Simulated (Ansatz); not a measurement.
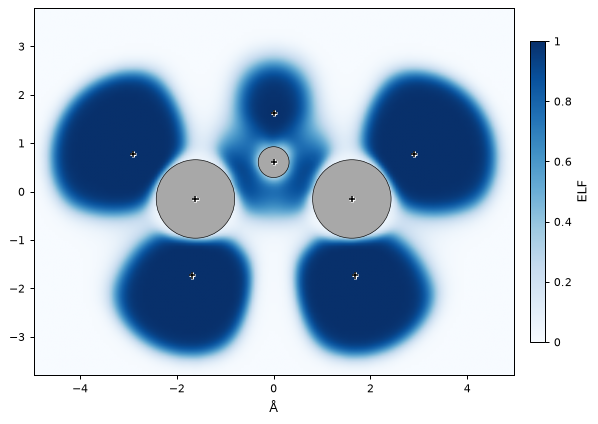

The electron localisation function on a plane through atoms (crosses mark nuclei in the plane; grey discs cover the cores).

The calculation used Ansatz, RKS PBE0-D4/def2-TZVPP.

Candidates:
A. H$_{6}$Si$_{2}$Sn (SMILES [SiH2]1[SiH2][SnH2]1)
B. C$_{2}$H$_{7}$NSi (SMILES CC=N[SiH3])
C. Al$_{2}$H$_{5}$N (SMILES [AlH2][NH][AlH2])

Which candidate gave the map?

Candidate C: Al$_{2}$H$_{5}$N on the molecular plane, which holds Al, N and H. Al–N (1.79 Å): the ELF peaks at about 0.90 in the valence shell of N, 0.7 Å from its nucleus, and is about 0.65 at the midpoint. N–H (1.01 Å): the ELF climbs to about 1 towards the hydrogen, as it does in any bond to H; an ordinary covalent bond to hydrogen.
